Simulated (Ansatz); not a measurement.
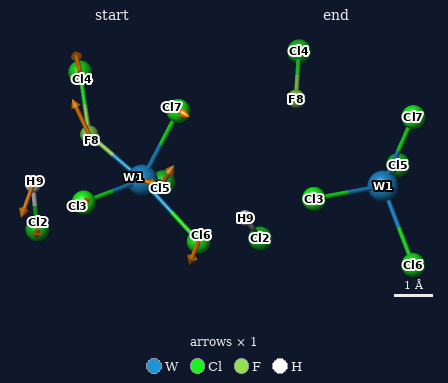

The structure of WHCl6F before (left) and after (right) a relaxation, at one scale. The orange arrows give the displacements, at their true length.

A ball-and-stick model, seen at a tilt.

The run prepares an end point of a later path (reaction) calculation, from a guessed geometry.

Computed with Ansatz, RHF/def2-SVP. Set-up: no spin polarisation; force threshold 0.03 eV/Å; at most 50 steps.

Question: Describe what moved and what it gained.

Answer: The largest move after the best rigid fit is that of F8, 1.08 Å. By element the largest moves are F 1.08 Å, H 1.02 Å, Cl 0.99 Å, W 0.54 Å. Near-neighbour distances that change, for instance: W1–F8 1.981 → 3.430 Å, W1–Cl4 3.443 → 4.657 Å, W1–Cl2 3.597 → 4.213 Å, Cl4–F8 1.707 → 1.619 Å. Bonds break, among them: W1–F8 (1.98 → 3.43 Å). Bond angles that change, for instance: Cl6–W1–Cl7 101.3° → 129.5°, Cl3–W1–Cl5 145.5° → 135.9°, Cl5–W1–Cl7 107.8° → 99.3°. Over 27 accepted moves (30 points after the start) the energy falls by 0.971 eV. The largest force component goes from 3.8 to 0.028 eV/Å. The line search rejected the trial steps at points 5, 20, 26 of the run. The forces were under the threshold at step 24, but the run went on from there. Cost: 4.6 min on 4 threads of Arm Neoverse N1, with other jobs on the host, peak memory 0.68 GiB.

Limits of the set-up: Hartree-Fock leaves out electron correlation.
